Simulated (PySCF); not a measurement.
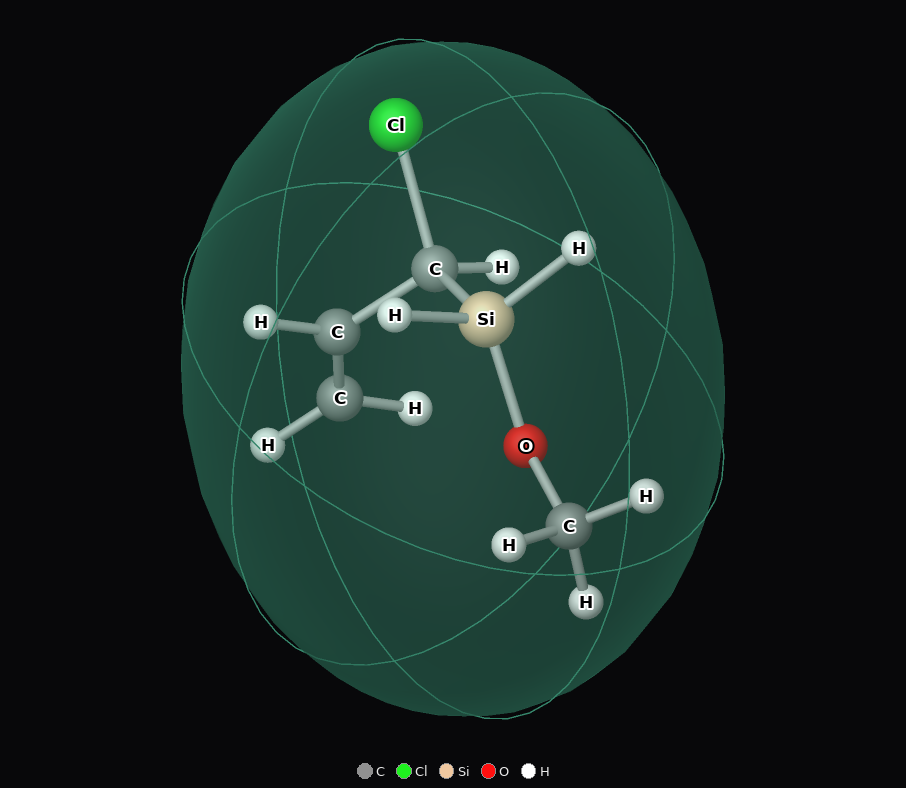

The ellipsoid shows the static dipole polarisability: its half-axes are proportional to the principal values. Computed geometry: GFN2-xTB optimisation. No frequency run is at hand to confirm it as a minimum. Level of theory: B3LYP/def2-SVPD (PySCF 2.14.0).

**Give the principal values, the mean and the anisotropy.**

Principal values 76.5, 99.6, 107.9 bohr³; mean 94.7 bohr³ (14.03 Å³); anisotropy 28.2 bohr³, so the longest axis is 1.41 times the shortest.

The geometry is semi-empirical. Around Si such bond lengths and angles can be off by a tenth of an ångström or more and by several degrees, and values that hang on the shape move with them.
